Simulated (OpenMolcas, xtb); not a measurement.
How methods differ on BBr2Cl (dibromo(chloro)borane)

BBr2Cl: 4 atoms, total charge 0, spin state singlet. SMILES: `ClB(Br)Br`. The coordinates come from a GFN2-xTB relaxation.

Quantity: the vertical ionisation energy (to the doublet cation), in eV. The values are calculated.

```csv
level,kind,program,value (eV),CPU time (all runs)
GFN1-xTB,semi-empirical,xtb,15.63,under 2 s
O3LYP/pcseg-0,global hybrid,OpenMolcas,10.68,11 s
O3LYP/pcseg-1,global hybrid,OpenMolcas,10.34,22 s
O3LYP/aug-pcseg-1,global hybrid,OpenMolcas,10.28,56 s
O3LYP/pcseg-2,global hybrid,OpenMolcas,10.25,1.8 min
O3LYP/aug-pcseg-2 (RICD fitting),global hybrid,OpenMolcas,10.24,3.4 min
```

All-electron rows without a relativistic Hamiltonian named are non-relativistic. Spin-orbit coupling, which can split open shells on such heavy atoms by tenths of an eV, is left out. The values span 10.24 to 15.63 eV. The xTB values lack the empirical shift that such differences need. Without the sets that lack polarisation functions the rows with a basis span only 10.24 to 10.34 eV. Times are those of the runs behind each value, whatever else they computed, on shared processors of several kinds: orders of magnitude only.

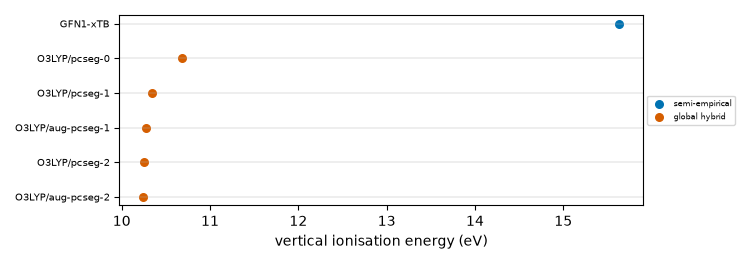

The values of the table, level by level.
